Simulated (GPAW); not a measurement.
# Cs2AgBiBr6 (Fm-3m): G0W0 with GPAW, start to end

How does a plane-wave GW calculation on Cs2AgBiBr6 (Fm-3m) run from the first input to the gap?

Main program and level: GPAW 26.7.0; LDA and many-body steps on it, plane waves.

### 1. The starting structure

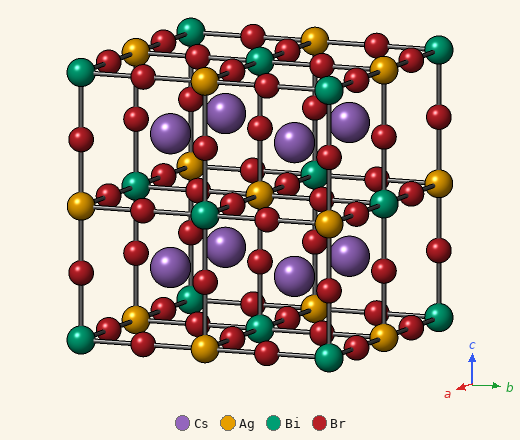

The cell as given, slightly off an axis (caesium purple, silver orange, bismuth teal, bromine red). This picture shows the conventional cell, with its axes. Some periodic images of atoms are drawn too.

The cell and positions come from the Crystallography Open Database and are kept as given unless a step says otherwise. Spin-orbit coupling is left out unless a step names it.

### 2. Ground state

This step: GPAW 26.7.0; DFT, LDA, plane waves, PAW.

The ground-state density comes first.

Contents of run.py:

```python
import json
import numpy as np
from gpaw.mpi import world
from ase import Atoms
from gpaw import GPAW, PW, FermiDirac

atoms = Atoms(['Cs', 'Cs', 'Ag', 'Bi', 'Br', 'Br', 'Br', 'Br', 'Br', 'Br'],
    cell=[[0.0000000000, 5.6161000000, 5.6161000000],
      [5.6161000000, 0.0000000000, 5.6161000000],
      [5.6161000000, 5.6161000000, 0.0000000000]],
    scaled_positions=[[0.2500000000, 0.2500000000, 0.2500000000],
      [0.7500000000, 0.7500000000, 0.7500000000],
      [0.5000000000, 0.5000000000, 0.5000000000],
      [0.0000000000, 0.0000000000, 0.0000000000],
      [0.2505500000, 0.7494500000, 0.2505500000],
      [0.2505500000, 0.7494500000, 0.7494500000],
      [0.7494500000, 0.2505500000, 0.7494500000],
      [0.7494500000, 0.2505500000, 0.2505500000],
      [0.2505500000, 0.2505500000, 0.7494500000],
      [0.7494500000, 0.7494500000, 0.2505500000]],
    pbc=(True, True, True))
calc = GPAW(mode=PW(450),
    xc='LDA',
    kpts={'size': (4, 4, 4), 'gamma': True},
    occupations=FermiDirac(0.001),
    nbands=-11,
    convergence={'density': 1e-6, 'bands': -3},
    maxiter=100,
    txt='gs.txt')
atoms.calc = calc
res = {'energy': atoms.get_potential_energy()}
kpts = calc.get_ibz_k_points()
res['kpts'] = kpts
res['eigenvalues'] = [calc.get_eigenvalues(kpt=k) for k in range(len(kpts))]
res['n_electrons'] = calc.get_number_of_electrons()
calc.write('gs.gpw')

if world.rank == 0:
    with open('result.json', 'w') as f:
        json.dump(res, f, default=lambda x: x.tolist())
```

Launch:

```console
$ mpirun -n 8 gpaw python run.py
```

Numbers of over 12 decimals in the logs are rounded to 6 here.

The program printed:

```text
__  _  _
 | _ |_)|_||  |
 |__||  | ||/\| - 26.7.0

Input parameters:
  mode=PW(ecut=450.000000),
  convergence={'density': 1e-06, 'bands': -3},
  kpts=MonkhorstPack(size=(4, 4, 4), gamma=True),
  maxiter=100,
  nbands=-11,
  occupations=Occupations(name='fermi-dirac', width=0.001, fixmagmom=False),
  xc=XC(name='LDA')
  [... matrices ...]
Diagonalizing LCAO Hamiltonian
Converting LCAO to pw mode

                                  Cs

                         Br
                           Br

                  Br     Ag     Br

                       Br
                         Br

                Cs

       Bi

Atoms  # Å, Bohr magnetons
|   | symbol |        x |        y |        z |    initial magnetic moments |
| 0 |     Cs | 2.808050 | 2.808050 | 2.808050 | ( 0.0000,  0.0000,  0.0000) |
| 1 |     Cs | 8.424150 | 8.424150 | 8.424150 | ( 0.0000,  0.0000,  0.0000) |
| 2 |     Ag | 5.616100 | 5.616100 | 5.616100 | ( 0.0000,  0.0000,  0.0000) |
| 3 |     Bi | 0.000000 | 0.000000 | 0.000000 | ( 0.0000,  0.0000,  0.0000) |
| 4 |     Br | 5.616100 | 2.814228 | 5.616100 | ( 0.0000,  0.0000,  0.0000) |
| 5 |     Br | 8.417972 | 5.616100 | 5.616100 | ( 0.0000,  0.0000,  0.0000) |
| 6 |     Br | 5.616100 | 8.417972 | 5.616100 | ( 0.0000,  0.0000,  0.0000) |
| 7 |     Br | 2.814228 | 5.616100 | 5.616100 | ( 0.0000,  0.0000,  0.0000) |
| 8 |     Br | 5.616100 | 5.616100 | 2.814228 | ( 0.0000,  0.0000,  0.0000) |
| 9 |     Br | 5.616100 | 5.616100 | 8.417972 | ( 0.0000,  0.0000,  0.0000) |

Unit cell  # Å
| periodic |        x |        y |        z |  lengths |    angles |
|      yes | 0.000000 | 5.616100 | 5.616100 | 7.942365 | 60.000000 |
|      yes | 5.616100 | 0.000000 | 5.616100 | 7.942365 | 60.000000 |
|      yes | 5.616100 | 5.616100 | 0.000000 | 7.942365 | 60.000000 |

Number of symmetries: 48
Symmetry operations  # r_c * U_cc + t_c -> r_c
|    | kind |            matrix            |
|  0 |  σ   |  1, 0, 0,  1, 0,-1,  1,-1, 0 |
|  1 |  C2  |  1, 0, 0,  1,-1, 0,  1, 0,-1 |
|  2 |  E   |  1, 0, 0,  0, 1, 0,  0, 0, 1 |
|  3 |  σ   |  1, 0, 0,  0, 0, 1,  0, 1, 0 |
|  4 |  C4  |  1, 0,-1,  1, 0, 0,  1,-1, 0 |
|  5 |  S6  |  1, 0,-1,  1,-1, 0,  1, 0, 0 |
|  6 |  σ   |  1, 0,-1,  0, 1,-1,  0, 0,-1 |
|  7 |  C3  |  1, 0,-1,  0, 0,-1,  0, 1,-1 |
|  8 |  S6  |  1,-1, 0,  1, 0, 0,  1, 0,-1 |
|  9 |  C4  |  1,-1, 0,  1, 0,-1,  1, 0, 0 |
| 10 |  C3  |  1,-1, 0,  0,-1, 1,  0,-1, 0 |
| 11 |  σ   |  1,-1, 0,  0,-1, 0,  0,-1, 1 |
| 12 |  σ   |  0, 1, 0,  1, 0, 0,  0, 0, 1 |
| 13 |  C4  |  0, 1, 0,  0, 1,-1, -1, 1, 0 |
| 14 |  C3  |  0, 1, 0,  0, 0, 1,  1, 0, 0 |
| 15 |  S6  |  0, 1, 0, -1, 1, 0,  0, 1,-1 |
| 16 |  C2  |  0, 1,-1,  1, 0,-1,  0, 0,-1 |
| 17 |  σ   |  0, 1,-1,  0, 1, 0, -1, 1, 0 |
| 18 |  S4  |  0, 1,-1,  0, 0,-1,  1, 0,-1 |
| 19 |  C4  |  0, 1,-1, -1, 1, 0,  0, 1, 0 |
| 20 |  C3  |  0, 0, 1,  1, 0, 0,  0, 1, 0 |
| 21 |  σ   |  0, 0, 1,  0, 1, 0,  1, 0, 0 |
| 22 |  S6  |  0, 0, 1,  0,-1, 1, -1, 0, 1 |
| 23 |  C4  |  0, 0, 1, -1, 0, 1,  0,-1, 1 |
| 24 |  S4  |  0, 0,-1,  1, 0,-1,  0, 1,-1 |
| 25 |  C3  |  0, 0,-1,  0, 1,-1,  1, 0,-1 |
| 26 |  C2  |  0, 0,-1,  0,-1, 0, -1, 0, 0 |
| 27 |  S6  |  0, 0,-1, -1, 0, 0,  0,-1, 0 |
| 28 |  S4  |  0,-1, 1,  1,-1, 0,  0,-1, 0 |
| 29 |  C4  |  0,-1, 1,  0, 0, 1, -1, 0, 1 |
| 30 |  C2  |  0,-1, 1,  0,-1, 0,  1,-1, 0 |
| 31 |  σ   |  0,-1, 1, -1, 0, 1,  0, 0, 1 |
| 32 |  C3  |  0,-1, 0,  1,-1, 0,  0,-1, 1 |
| 33 |  S6  |  0,-1, 0,  0, 0,-1, -1, 0, 0 |
| 34 |  S4  |  0,-1, 0,  0,-1, 1,  1,-1, 0 |
| 35 |  C2  |  0,-1, 0, -1, 0, 0,  0, 0,-1 |
| 36 |  C2  | -1, 1, 0,  0, 1, 0,  0, 1,-1 |
| 37 |  S6  | -1, 1, 0,  0, 1,-1,  0, 1, 0 |
| 38 |  S4  | -1, 1, 0, -1, 0, 1, -1, 0, 0 |
| 39 |  C3  | -1, 1, 0, -1, 0, 0, -1, 0, 1 |
| 40 |  S6  | -1, 0, 1,  0, 0, 1,  0,-1, 1 |
| 41 |  C2  | -1, 0, 1,  0,-1, 1,  0, 0, 1 |
| 42 |  C3  | -1, 0, 1, -1, 1, 0, -1, 0, 0 |
| 43 |  S4  | -1, 0, 1, -1, 0, 0, -1, 1, 0 |
| 44 |  C2  | -1, 0, 0,  0, 0,-1,  0,-1, 0 |
| 45 |  i   | -1, 0, 0,  0,-1, 0,  0, 0,-1 |
| 46 |  σ   | -1, 0, 0, -1, 1, 0, -1, 0, 1 |
| 47 |  C2  | -1, 0, 0, -1, 0, 1, -1, 1, 0 |

BZ-sampling:
  Number of BZ points: 64
  Number of IBZ points: 8

  Monkhorst-Pack size: [4, 4, 4]
  Monkhorst-Pack shift: [0.125, 0.125, 0.125]

K-points  # in reciprocal-cell coordinates
|   |                                coordinates |     weight |
| 0 | (  0.00000000,   0.00000000,   0.00000000) | 0.01562500 |
| 1 | (  0.25000000,   0.25000000,   0.00000000) | 0.09375000 |
| 2 | (  0.25000000,   0.25000000,   0.25000000) | 0.12500000 |
| 3 | (  0.50000000,   0.25000000,  -0.25000000) | 0.09375000 |
| 4 | (  0.50000000,   0.25000000,   0.25000000) | 0.18750000 |
| 5 | (  0.50000000,   0.50000000,   0.00000000) | 0.04687500 |
| 6 | (  0.50000000,   0.50000000,   0.25000000) | 0.37500000 |
| 7 | (  0.50000000,   0.50000000,   0.50000000) | 0.06250000 |

Plane wave coefficients: 7727
Cutoff: 450.000000 eV

Spin-components: 1 (collinear spins)
Bands:           57
Projectors:      52
Spin-degeneracy: 2
Datatype:        complex128

  Storage: CPU
  Wave functions: 56_376_192 bytes (7_047_024 per core)
  Projectors: 40_551_296 bytes (5_068_912 per core)
  [... matrices ...]
Parallelization:
  kpt:    8
  domain: 1
  band:   1

Density:
  Valence electrons: 92.0
  Components: 1
  Grid points: [40 40 40]
  Charge: 0.0  # |e|

Potential:
  Grid points: [40 40 40]

species:
  Cs:
    name:    Caesium
    Z:       55.0
    valence: 9
    core:    46
    charge:  0.0  # [|e|]
    compensation charges:
      type: gauss
      rc: 0.33  # [Å]
      lmax: 2
    cutoffs:
      filter: 2.06  # [Å]
      core: 2.51  # [Å]
    projectors
    | kind |    occ | energy [eV] | rcut [Å] |
    |   5s |  2.000 |     -26.872 |    1.164 |
    |   6s |  1.000 |      -2.224 |    1.164 |
    |   5p |  6.000 |     -13.611 |    1.058 |
    |    p |        |      13.601 |    1.058 |
    |    d |        |       0.000 |    1.058 |

    Using partial waves for Cs as LCAO basis

  Ag:
    name:    Silver
    Z:       47.0
    valence: 17
    core:    30
    charge:  0.0  # [|e|]
    compensation charges:
      type: gauss
      rc: 0.40  # [Å]
      lmax: 2
    cutoffs:
      filter: 2.35  # [Å]
      core: 2.19  # [Å]
    projectors
    | kind |    occ | energy [eV] | rcut [Å] |
    |   5s |  1.000 |      -4.708 |    1.286 |
    |   4p |  6.000 |     -58.678 |    1.328 |
    |   5p |  0.000 |      -0.844 |    1.328 |
    |   4d | 10.000 |      -7.664 |    1.180 |
    |    s |        |      22.503 |    1.286 |
    |    d |        |      19.547 |    1.180 |

    Using partial waves for Ag as LCAO basis

  Bi:
    name:    Bismuth
    Z:       83.0
    valence: 15
    core:    68
    charge:  0.0  # [|e|]
    compensation charges:
      type: gauss
      rc: 0.38  # [Å]
      lmax: 2
    cutoffs:
      filter: 2.23  # [Å]
      core: 2.33  # [Å]
    projectors
    | kind |    occ | energy [eV] | rcut [Å] |
    |   6s |  2.000 |     -14.665 |    1.286 |
    |   6p |  3.000 |      -4.777 |    1.275 |
    |   5d | 10.000 |     -27.225 |    1.349 |
    |    s |        |      12.546 |    1.286 |
    |    p |        |      22.434 |    1.275 |
    |    d |        |      -0.013 |    1.349 |

    Using partial waves for Bi as LCAO basis

  Br:
    name:    Bromine
    Z:       35.0
    valence: 7
    core:    28
    charge:  0.0  # [|e|]
    compensation charges:
      type: gauss
      rc: 0.35  # [Å]
      lmax: 2
    cutoffs:
      filter: 1.98  # [Å]
      core: 2.38  # [Å]
    projectors
    | kind |    occ | energy [eV] | rcut [Å] |
    |   4s |  2.000 |     -20.306 |    1.111 |
    |   4p |  5.000 |      -8.003 |    1.111 |
    |    s |        |       6.906 |    1.111 |
    |    p |        |      19.208 |    1.111 |
    |    d |        |       0.000 |    1.111 |

    Using partial waves for Br as LCAO basis

Reference energy: -1577146.676790  # eV

eigensolver:
  PPCG
  Converge bands: -3
  niter=2

density mixing:
  MSR1-Mixer
  Pratt-step length: 0.05
  Maximum mixing coefficient: 0.75
  Old densities: 10
  SVD Regularization: 0.005
  Good broyden scale: 1.0
  Trust region scale: 1.0
  Backstep threshold: 4.0
  History deletion threshold: 6.0
  Fourier metric: weight=20.0, sigma=0.015

occupation numbers:
  Fermi-Dirac:
    width: 0.0010  # eV

poisson solver:
  ecut: 3600.000000  # eV

xc functional:
  name: None

Initialization done in: 2.064 s

convergence criteria:
- Maximum integral of absolute [dens]ity change: 1e-06 electrons / valence electron
- Maximum [total energy] change in last 3 cyles: 0.0005 eV / valence electron
- Maximum integral of absolute [eigenst]ate change: 4e-08 eV^2 / valence electron
maximum number of iterations: 100

SCF iterations
|iter     |     time |      energy | eigst |  dens |
|iter:   1|  |  -36.191693 | +0.08 |       |
|iter:   2|  |  -35.961012 | -0.52 | -1.35 |
|iter:   3|  |  -35.078649 | -0.95 | -1.40 |
|iter:   4|  |  -35.035882 | -1.41 | -1.83 |
|iter:   5|  |  -35.002279 | -1.80 | -2.16 |
|iter:   6|  |  -35.001049c| -2.26 | -2.39 |
|iter:   7|  |  -35.001080c| -2.25 | -3.19 |
|iter:   8|  |  -35.001095c| -2.45 | -3.70 |
|iter:   9|  |  -35.001099c| -2.35 | -4.25 |
|iter:  10|  |  -35.001099c| -2.17 | -5.00 |
|iter:  11|  |  -35.001099c| -2.20 | -5.42 |
|iter:  12|  |  -35.001099c| -2.59 | -5.98 |
|iter:  13|  |  -35.001099c| -3.05 | -6.70c|
|iter:  14|  |  -35.001099c| -3.65 | -7.11c|
|iter:  15|  |  -35.001099c| -3.02 | -7.68c|
|iter:  16|  |  -35.001099c| -3.29 | -8.12c|
|iter:  17|  |  -35.001099c| -3.33 | -8.76c|
|iter:  18|  |  -35.001099c| -3.54 | -9.19c|
|iter:  19|  |  -35.001099c| -4.06 | -9.71c|
|iter:  20|  |  -35.001099c| -4.57 | -9.95c|
|iter:  21|  |  -35.001099c| -5.00 |-10.35c|
|iter:  22|  |  -35.001099c| -5.10 |-10.87c|
|iter:  23|  |  -35.001099c| -5.68 |-11.15c|
|iter:  24|  |  -35.001099c| -6.16 |-11.33c|
|iter:  25|  |  -35.001099c| -6.57 |-11.51c|
|iter:  26|  |  -35.001099c| -6.96 |-11.69c|
|iter:  27|  |  -35.001099c| -7.21 |-11.99c|
|iter:  28|  |  -35.001099c| -7.80c|-11.82c|

Converged in 28 steps
SCF loop duration: 33.785 s (1.207 s/step)
Energy contributions relative to reference atoms: (reference = -1577146.676790)
  [... matrices ...]
Energy contributions:
  Kinetic:          50.684486
  Coulomb:         -49.853445
  Zero:             -1.693026
  External:          0.000000
  Xc:              -34.139114
  Entropy:          -0.000000
  Spinorbit:         0.000000
  ----------------------------
  Free energy:     -35.001099
  Extrapolated:    -35.001099

dipole moment: (-44.018412, -44.018412, -44.018412)  # |e|*Ang

Fermi level: 3.593
Eigenvalues  # (at kpt = [0.000, 0.000, 0.000])
| band index |      eig [eV] | occ [0-2] |
|          0 |       -51.265 |     2.000 |
|        ... |               |           |
|         38 |         0.915 |     2.000 |
|         39 |         0.915 |     2.000 |
|         40 |         0.915 |     2.000 |
|         41 |         1.346 |     2.000 |
|         42 |         1.346 |     2.000 |
|         43 |         1.346 |     2.000 |
|         44 |         1.848 |     2.000 |
|         45 |         1.848 |     2.000 |
|         46 |         4.689 |     0.000 |
[...]
|         50 |         6.803 |     0.000 |
|         51 |         6.803 |     0.000 |
|         52 |         7.391 |     0.000 |
|         53 |         7.423 |     0.000 |
|        ... |               |           |
|         56 |         7.815 |     0.000 |

Gap: 1.078 eV
Transition (v -> c):
  (s=0, k=5, n=45, [0.50, 0.50, 0.00]) -> (s=0, k=7, n=46, [0.50, 0.50, 0.50])
Direct/indirect transitions are different
Direct gap: 2.312 eV
Transition at: (s=0, k=6, n=45, [0.50, 0.50, 0.25])
# Writing to gs.gpw (mode='')
  [... matrices ...]
```

The job ended after 38 s (8 MPI ranks of Arm Neoverse V1, shared host; peak memory 2.3 GiB).

This step gave:

```yaml
total_energy: -35.00 eV
gap: 1.078 eV
k_of_the_valence_top: 0.5, 0.5, 0
k_of_the_conduction_bottom: 0.5, 0.5, 0.5
least_direct_gap: 2.312 eV
```

The gap is indirect, with the least direct gap 1.23 eV higher.

### 3. Bands along the symmetry lines

Levels along a band path, at the cheap level, show where the edges lie and whether the meshes to come will hold them.

Contents of run.py:

```python
import json
import numpy as np
from gpaw.mpi import world
from gpaw import GPAW

path = [[0.000000, 0.000000, 0.000000],
    [0.062500, 0.000000, 0.062500],
    [0.125000, 0.000000, 0.125000],
    [0.187500, 0.000000, 0.187500],
    [0.250000, 0.000000, 0.250000],
    [0.312500, 0.000000, 0.312500],
    [0.375000, 0.000000, 0.375000],
    [0.437500, 0.000000, 0.437500],
    [0.500000, 0.000000, 0.500000],
    [0.515625, 0.031250, 0.515625],
    [0.531250, 0.062500, 0.531250],
    [0.546875, 0.093750, 0.546875],
    [0.562500, 0.125000, 0.562500],
    [0.578125, 0.156250, 0.578125],
    [0.593750, 0.187500, 0.593750],
    [0.609375, 0.218750, 0.609375],
    [0.625000, 0.250000, 0.625000],
    [0.375000, 0.375000, 0.750000],
    [0.328125, 0.328125, 0.656250],
    [0.281250, 0.281250, 0.562500],
    [0.234375, 0.234375, 0.468750],
    [0.187500, 0.187500, 0.375000],
    [0.140625, 0.140625, 0.281250],
    [0.093750, 0.093750, 0.187500],
    [0.046875, 0.046875, 0.093750],
    [0.000000, 0.000000, 0.000000],
    [0.062500, 0.062500, 0.062500],
    [0.125000, 0.125000, 0.125000],
    [0.187500, 0.187500, 0.187500],
    [0.250000, 0.250000, 0.250000],
    [0.312500, 0.312500, 0.312500],
    [0.375000, 0.375000, 0.375000],
    [0.437500, 0.437500, 0.437500],
    [0.500000, 0.500000, 0.500000],
    [0.500000, 0.468750, 0.531250],
    [0.500000, 0.437500, 0.562500],
    [0.500000, 0.406250, 0.593750],
    [0.500000, 0.375000, 0.625000],
    [0.500000, 0.343750, 0.656250],
    [0.500000, 0.312500, 0.687500],
    [0.500000, 0.281250, 0.718750],
    [0.500000, 0.250000, 0.750000],
    [0.500000, 0.218750, 0.718750],
    [0.500000, 0.187500, 0.687500],
    [0.500000, 0.156250, 0.656250],
    [0.500000, 0.125000, 0.625000],
    [0.500000, 0.093750, 0.593750],
    [0.500000, 0.062500, 0.562500],
    [0.500000, 0.031250, 0.531250],
    [0.500000, 0.000000, 0.500000]]
calc = GPAW('gs.gpw').fixed_density(kpts=path,
    symmetry='off',
    nbands=56,
    convergence={'bands': 52},
    txt='bands.txt')
res = {}
kpts = calc.get_ibz_k_points()
res['kpts'] = kpts
res['eigenvalues'] = [calc.get_eigenvalues(kpt=k) for k in range(len(kpts))]
res['n_electrons'] = calc.get_number_of_electrons()

if world.rank == 0:
    with open('result.json', 'w') as f:
        json.dump(res, f, default=lambda x: x.tolist())
```

Launch:

```console
$ mpirun -n 8 gpaw python run.py
```

The program printed:

```text
Diagonalizing LCAO Hamiltonian
Converting LCAO to pw mode
convergence criteria:
- Maximum integral of absolute [eigenst]ate change: 4e-08 eV^2 / valence electron
maximum number of iterations: 100

SCF iterations
|iter     |     time |      energy | eigst |  dens |
|iter:   1|  |             | -0.23 |       |
|iter:   2|  |             | -1.03 |       |
|iter:   3|  |             | -1.53 |       |
[...]
|iter:  32|  |             | -7.02 |       |
|iter:  33|  |             | -7.28 |       |
|iter:  34|  |             | -7.43c|       |
SCF steps: 34
  __  _  _
 | _ |_)|_||  |
 |__||  | ||/\| - 26.7.0

Input parameters:
  mode=PW(ecut=450.000000),
  convergence={'bands': 52},
  gpts=array([40, 40, 40]),
  kpts=KPoints(kpts=array([[0.      , 0.      , 0.      ],
         [0.0625  , 0.      , 0.0625  ],
         [0.125   , 0.      , 0.125   ],
         [0.1875  , 0.      , 0.1875  ],
[...]
[0.515625, 0.03125 , 0.515625],
[...]
[0.546875, 0.09375 , 0.546875],
[...]
[0.578125, 0.15625 , 0.578125],
[...]
[0.609375, 0.21875 , 0.609375],
[...]
[0.328125, 0.328125, 0.65625 ],
[...]
[0.234375, 0.234375, 0.46875 ],
[...]
[0.140625, 0.140625, 0.28125 ],
[...]
[0.046875, 0.046875, 0.09375 ],
[...]
[0.5     , 0.0625  , 0.5625  ],
         [0.5     , 0.03125 , 0.53125 ],
         [0.5     , 0.      , 0.5     ]])),
  maxiter=100,
  nbands=56,
  occupations=Occupations(name='fermi-dirac', width=0.001, fixmagmom=False),
  parallel={},
  symmetry=Symmetry(point_group=False, time_reversal=False),
  xc=XC(name='LDA')
  [... matrices ...]
timing:  # [seconds]
  Total: 0.031  # ━━━━━━━━━━━━━━━━━━━━━━━━━━━━━━━━━━━━━━━━━━━━━━━━━━━━━━━━━━━
```

Elapsed: 3.3 min, on 8 MPI ranks; peak memory 2.9 GiB; 27 min of CPU time.

Numbers from this step:

```
gap                        : 1.078 eV
k of the valence top       : 0.5, 0, 0.5
k of the conduction bottom : 0.5, 0.5, 0.5
least direct gap           : 2.182 eV
```

The gap is 1.078 eV, as in the run before at this level.

Electronic bands along the path, in eV, zero at the top of the highest filled band:

```csv
point,band 43,band 44,band 45,band 46,band 47,band 48,band 49,band 50
Γ,-1.20,-1.20,-0.70,-0.70,2.14,2.14,2.14,3.26
X,-1.56,-1.22,-0.70,0.00,2.68,2.68,3.07,4.14
U,-1.54,-1.39,-1.04,-0.22,2.17,2.97,3.20,4.90
jump to K,-1.54,-1.39,-1.04,-0.22,2.17,2.97,3.20,4.90
Γ,-1.20,-1.20,-0.70,-0.70,2.14,2.14,2.14,3.26
L,-1.51,-1.41,-1.27,-1.27,1.08,3.61,3.61,4.63
W,-1.46,-1.46,-1.30,-0.10,2.49,2.89,2.89,5.11
X,-1.56,-1.22,-0.70,0.00,2.68,2.68,3.07,4.14
```

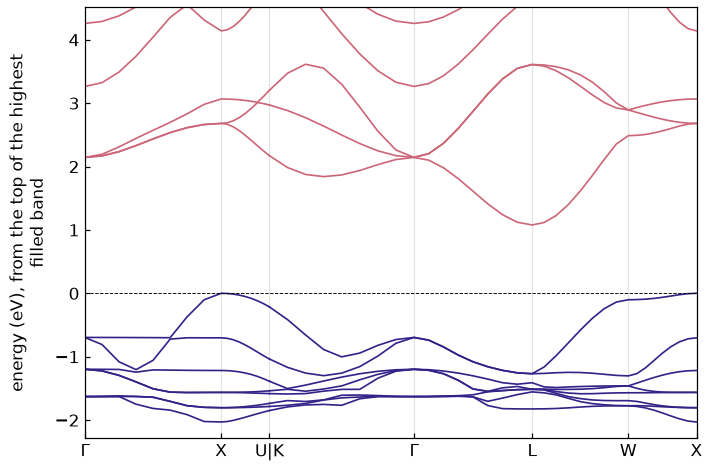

Electronic bands along the path; lines of filled and empty bands in two colours.

### 4. Empty states on the mesh, 2×2×2 mesh, 1202 bands

The sums over transitions need many empty states on a uniform mesh; this step solves for them.

Contents of run.py:

```python
import json
import numpy as np
from gpaw.mpi import world
from gpaw import GPAW

calc = GPAW('gs.gpw').fixed_density(kpts={'size': (2, 2, 2), 'gamma': True},
    parallel={'domain': 1, 'band': 1},
    txt='nscf.txt')
calc.diagonalize_full_hamiltonian(nbands=1202)
calc.write('full.gpw', mode='all')
res = {}
kpts = calc.get_ibz_k_points()
res['kpts'] = kpts
res['eigenvalues'] = [calc.get_eigenvalues(kpt=k) for k in range(len(kpts))]
res['n_electrons'] = calc.get_number_of_electrons()

if world.rank == 0:
    with open('result.json', 'w') as f:
        json.dump(res, f, default=lambda x: x.tolist())
```

Launch:

```console
$ mpirun -n 3 gpaw python run.py
```

The program printed:

```text
Diagonalizing LCAO Hamiltonian
Converting LCAO to pw mode
convergence criteria:
- Maximum integral of absolute [eigenst]ate change: 4e-08 eV^2 / valence electron
maximum number of iterations: 100

SCF iterations
|iter     |     time |      energy | eigst |  dens |
|iter:   1|  |             | +0.08 |       |
|iter:   2|  |             | -0.59 |       |
|iter:   3|  |             | -1.33 |       |
[...]
|iter:  33|  |             | -7.08 |       |
|iter:  34|  |             | -7.36 |       |
|iter:  35|  |             | -7.67c|       |
SCF steps: 35
  __  _  _
 | _ |_)|_||  |
 |__||  | ||/\| - 26.7.0

Input parameters:
  mode=PW(ecut=450.000000),
  convergence={'density': 1e-06, 'bands': -3},
  gpts=array([40, 40, 40]),
  kpts=MonkhorstPack(size=(2, 2, 2), gamma=True),
  maxiter=100,
  nbands=57,
  occupations=Occupations(name='fermi-dirac', width=0.001, fixmagmom=False),
  parallel={'domain': 1, 'band': 1},
  xc=XC(name='LDA')
Matrix size: 7727x7727
# Writing to full.gpw (mode='all')
  [... matrices ...]

timing:  # [seconds]
  Total: 458.856  # ━━━━━━━━━━━━━━━━━━━━━━━━━━━━━━━━━━━━━━━━━━━━━━━━━━━━━━━━━
```

Wall time 8.2 min (3 MPI ranks); peak memory 12 GiB.

This step gave:

- gap: 1.078 eV
- k of the valence top: 0.5, 0.5, 0
- k of the conduction bottom: 0.5, 0.5, 0.5
- least direct gap: 2.347 eV
- k points computed: 3
- lowest point of the top converged band, above the valence top: 119.9510 eV

On this mesh the gap is 1.078 eV.

[end of part 1 of 2]

[Paths, hosts, dates, memory and timing lines, banners, echoed tables and standing remarks are left out of the program output.]

[Logs are printed without paths, hosts, clocks, repeated set-up lines and the standing remarks that a program may print on its own settings, such as how far it seeks lower states.]

[Runs of the session that timed out or met a known fault of the program may be left out.]

[Hosts, paths, dates, database ids (printed as entryN), source tags and the programs' standing remarks are cut or masked in the printed files.]
